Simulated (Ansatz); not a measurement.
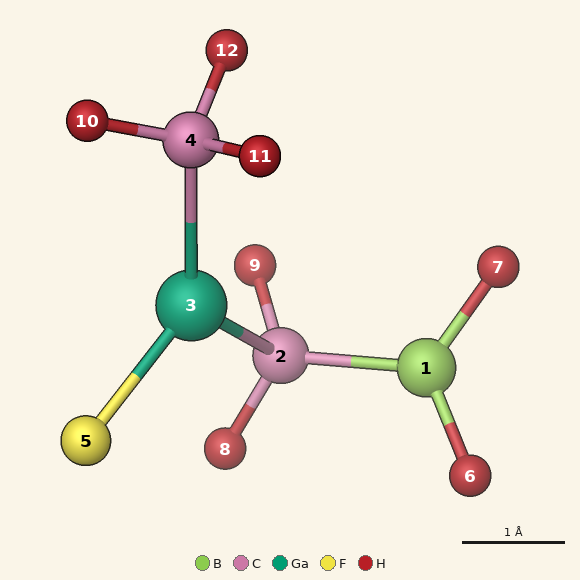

Orthographic view. Atoms fade into the background with distance from the viewer. Computed geometry: PBE-D4/def2-SVP optimisation. No frequency run is at hand to confirm it as a minimum.

Write a Z-matrix (Å, degrees) in the order of the atom numbers, with these reference atoms: 2 to 1; 3 to 2, 1; 4 to 3, 2, 1; 5 to 3, 4, 2; 6 to 1, 2, 3; 7 to 1, 6, 2; 8 to 2, 1, 6; 9 to 2, 8, 1; 10 to 4, 3, 5; 11 to 4, 10, 3; 12 to 4, 10, 11.

```
B  
C    1   1.524
Ga   2   2.015   1    98.1
C    3   1.959   2   133.4   1    72.6
F    3   1.783   4   116.0   2  -176.3
H    1   1.220   2   120.9   3    89.9
H    1   1.221   6   118.4   2   174.3
H    2   1.106   1   119.3   6   -19.5
H    2   1.111   8   113.4   1   145.3
H    4   1.107   3   110.1   5   -37.2
H    4   1.110  10   108.1   3  -117.9
H    4   1.107  10   110.0  11  -118.3
```
